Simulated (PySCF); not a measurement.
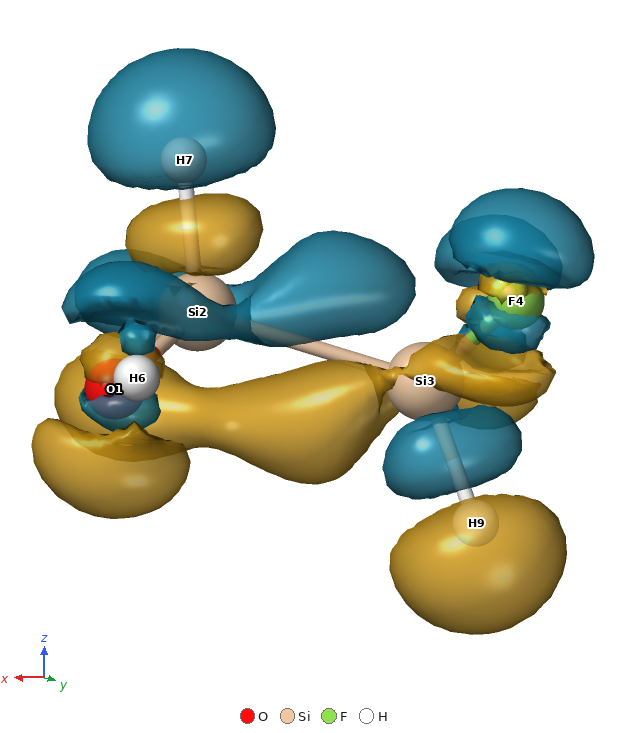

*F$_{2}$H$_{4}$OSi$_{2}$, SMILES `O[SiH2][SiH](F)F`. Change of the electron density in a uniform field of 0.21 V/Å, surfaces at ±0.0015 e/Å³ (yellow: gain, teal: loss).*

Computed with PySCF, PBE0/def2-SVPD, geometry: GFN2-xTB. No frequency check shows the geometry to be a minimum.

Coordinates in Å:

```
O1       2.3828    0.4995   -0.3469
Si2      1.2697   -0.5043    0.2836
Si3     -0.8385    0.0862   -0.3923
F4      -1.3982    1.3196    0.4804
F5      -1.8675   -1.0651    0.0449
H6       2.4299    1.4319   -0.1574
H7       1.4028   -0.5264    1.7491
H8       1.7072   -1.7779   -0.2800
H9      -1.2471    0.4389   -1.7420
```

The field was applied in both directions; the picture shows the one opposite to the script's first.

Along which Cartesian direction does the field point?

Along +z: electrons gather on the −z side, against the field.

What dipole is induced, and what polarisability does it imply?

The induced dipole is 0.54 D (along the field); α along this axis, from the fields in both directions, is 53 bohr³ (7.9 Å³).

The PySCF run took 40 s on 1 thread of Arm Neoverse V2, on a shared host, peak memory 0.68 GiB.
